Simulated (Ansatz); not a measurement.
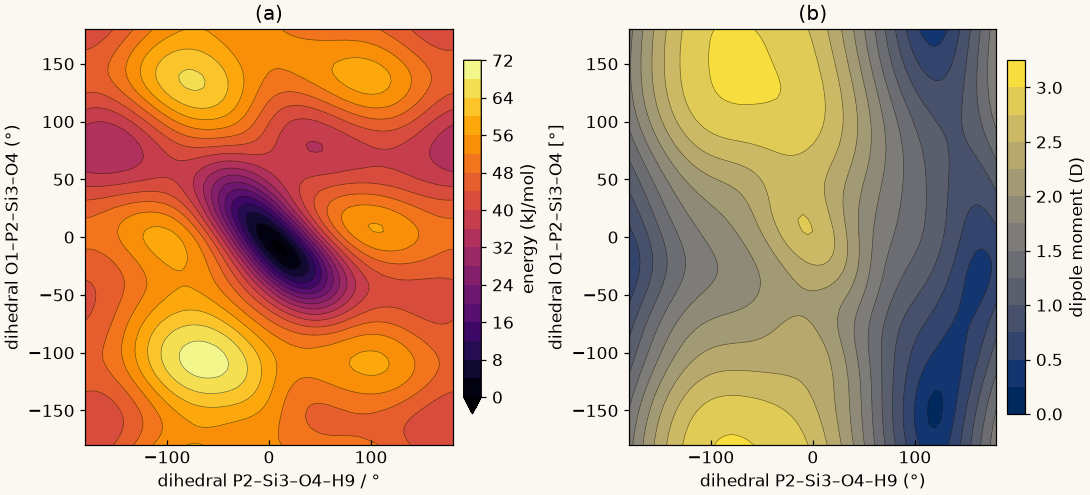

ClH₄O₂PSi, SMILES OP[SiH](O)Cl. Coordinates scanned: (1) dihedral P2–Si3–O4–H9; (2) dihedral O1–P2–Si3–O4. Nothing is relaxed (all other coordinates rigid). The scan uses an 18 × 18 grid. Points are written as (first, second). Energies: kJ/mol, counted from the lowest grid point. The calculation used RKS SPW92 (LDA)/def2-SVP in Ansatz.

Panel (a) is the energy and panel (b) the computed dipole moment on the same grid.

The picture shows filled contours. Between grid points the surface is interpolated.

How does the dipole moment vary over the map, and what is it at the lowest grid point?

Leaving out the highest fifth of the energies, it runs from 0.21 D at (120°, −140°) to 2.99 D at (−100°, −180°). At the lowest grid point, (0°, 0°), it is 2.74 D.

```tsv
dihedral O1–P2–Si3–O4 ↓, dihedral P2–Si3–O4–H9 →	−160	−120	−80	−40	0	40	80	120	160
160	2.20	2.87	3.04	2.99	2.78	2.08	1.13	0.54	1.20
120	2.14	2.82	3.01	3.00	2.87	2.28	1.42	0.87	1.23
80	1.79	2.46	2.70	2.79	2.75	2.29	1.61	1.10	1.06
40	1.36	1.96	2.21	2.55	2.61	2.11	1.58	1.15	0.82
0	1.02	1.64	1.94	2.36	2.74	2.11	1.49	1.11	0.58
−40	1.01	1.60	1.83	2.08	2.30	2.00	1.30	0.90	0.41
−80	1.36	1.96	2.13	2.24	2.27	1.76	1.07	0.61	0.58
−120	1.72	2.37	2.56	2.52	2.43	1.88	0.98	0.34	0.80
−160	2.07	2.76	2.95	2.87	2.60	1.94	0.96	0.22	1.05
```

The table holds every second grid line.
